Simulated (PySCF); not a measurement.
# As2 (SMILES [As]#[As]) at 6 levels

Aim: a comparison of 6 runs (B3LYP/STO-6G, M06-2X/STO-6G, PBE/STO-6G, SVWN5/STO-6G, UPBE0/STO-6G, r2SCAN/STO-6G) of As2. The job is set up through a Python script.

Program for the calculation: PySCF 2.14.0.

20 further runs of the same task are left out: 14 that didn't finish, 6 set aside as unsound or not needed.

### Step 1. The molecule

As2: 2 atoms, total charge 0, spin state singlet. SMILES: `[As]#[As]`. The As1–As2 distance was set to 4.607 Å, away from the relaxed value.

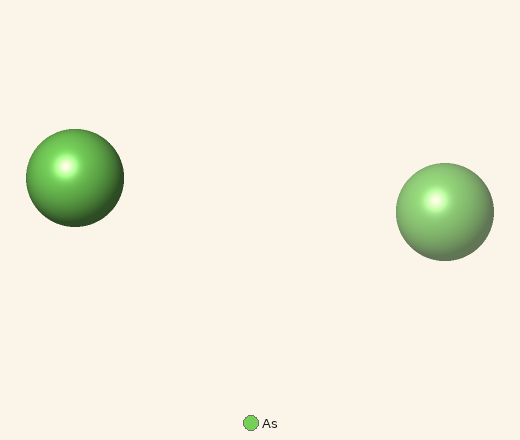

The structure, seen from a chosen angle (arsenic green).

### Step 2. The energy at B3LYP/STO-6G (run 1)

Input file run.py:

```python
from pyscf import gto, dft

mol = gto.Mole()
mol.atom = '''
As       0.000000       0.000000      -2.512730
As       0.000000       0.000000       2.093970
'''
mol.basis = 'sto-6g'
mol.max_memory = 1860
mol.verbose = 3
mol.build()

ks = dft.RKS(mol)
ks.xc = 'b3lyp'
ks.conv_tol = 1e-10
ks.grids.level = 5
ks.kernel()
if not ks.converged:
    ks = ks.newton().run(ks.mo_coeff, ks.mo_occ)

etot = ks.e_tot
print('Final energy', etot)
```

Started as:

```console
OMP_NUM_THREADS=1 python run.py
```

Log:

```text
converged SCF energy = -4447.44780797146
Final energy -4447.447807971456
```

Run time: 2.7 s. Hardware: 1 thread of Intel Xeon Platinum 8488C (Sapphire Rapids), shared host; peak memory 0.21 GiB.

### Step 3. The energy at M06-2X/STO-6G (run 2)

Input file job.py:

```python
from pyscf import gto, dft

mol = gto.M(
    atom='''
As     0.000000     0.000000    -2.512730
As     0.000000     0.000000     2.093970
''',
    charge=0,
    verbose=3,
    basis='sto-6g',
    max_memory=1860,
    spin=0,
)

ks = dft.RKS(mol, xc='m06-2x')
ks.conv_tol = 1e-10
ks.grids.level = 5
ks.kernel()
if not ks.converged:
    ks = ks.newton().run(ks.mo_coeff, ks.mo_occ)

e_final = ks.e_tot
print('E(%s) = %.9f' % ('M06-2X', e_final))
```

Started as:

```console
OMP_NUM_THREADS=1 python job.py
```

Log:

```text
converged SCF energy = -4447.30146634524
E(M06-2X) = -4447.301466345
```

Run time: 3.3 s. Hardware: 1 thread of Intel Xeon Platinum 8488C (Sapphire Rapids), shared host; peak memory 0.24 GiB.

Runs 3 to 5 aren't shown in full; the table further down has their settings and results.

### Step 4. A single-point energy at r2SCAN/STO-6G (run 6)

Input file input.py:

```python
from pyscf import gto, dft

system = gto.M(
    atom='As 0.000000 0.000000 -2.512730; As 0.000000 0.000000 2.093970',
    spin=0,
    basis='sto-6g',
    charge=0,
    max_memory=1860,
    verbose=3,
)

ks = dft.RKS(system, xc='r2scan')
ks.grids.level = 5
ks.conv_tol = 1e-10
ks.kernel()
if not ks.converged:
    ks = ks.newton().run(ks.mo_coeff, ks.mo_occ)

e_tot = ks.e_tot
print('E(%s) = %.9f' % ('R2SCAN', e_tot))
```

Started as:

```console
OMP_NUM_THREADS=1 python input.py
```

Log:

```text
SCF not converged.
SCF energy = -4447.68224162838
converged SCF energy = -4447.68224164229
E(R2SCAN) = -4447.682241642
```

It took 7.8 s on 1 thread of Intel Xeon Platinum 8488C (Sapphire Rapids), shared host; peak memory 0.28 GiB.

### Step 5. Overview of the runs

```csv
run,level,follow instability,energy (Eh),dipole moment (D),HOMO energy (eV),LUMO energy (eV),wall time
1,B3LYP/STO-6G,–,-4447.447808,0.00,-1.42,-0.78,2.7 s
2,M06-2X/STO-6G,–,-4447.301466,0.00,-1.93,-0.25,3.3 s
3,PBE/STO-6G,–,-4446.733816,0.00,-1.09,-1.07,6.6 s
4,SVWN5/STO-6G,–,-4440.398054,0.00,-1.18,-1.16,3.6 s
5,UPBE0/STO-6G,yes,-4447.252199,0.00,-3.63,1.72,12 s
6,r2SCAN/STO-6G,–,-4447.682242,0.00,-1.27,-1.24,7.8 s
```

### Step 6. Results

| quantity | value |
| --- | --- |
| run 6: total energy | -4447.68224 Eh |
| run 6: dipole moment | 0.00 D |
| run 6: HOMO energy | -1.27 eV |
| run 6: LUMO energy | -1.24 eV |
| run 6: HOMO–LUMO gap | 0.02 eV |

The HOMO–LUMO gap runs from 0.02 eV (SVWN5/STO-6G) to 5.36 eV (UPBE0/STO-6G). Totals of different functionals can't be ranked against each other. In runs 1, 2, 3, 4, 5, 6 the basis is minimal, so the values are rough. In runs 1, 2, 3, 4, 6 a closed-shell determinant meets a far-stretched bond, which it describes badly. Spin contamination of the reference: run 5 ⟨S²⟩ = 3.00. Where it is this large, the reference is a mixture of spin states, and values that rest on it are in doubt. All runs together took 36 s, the longest 12 s.
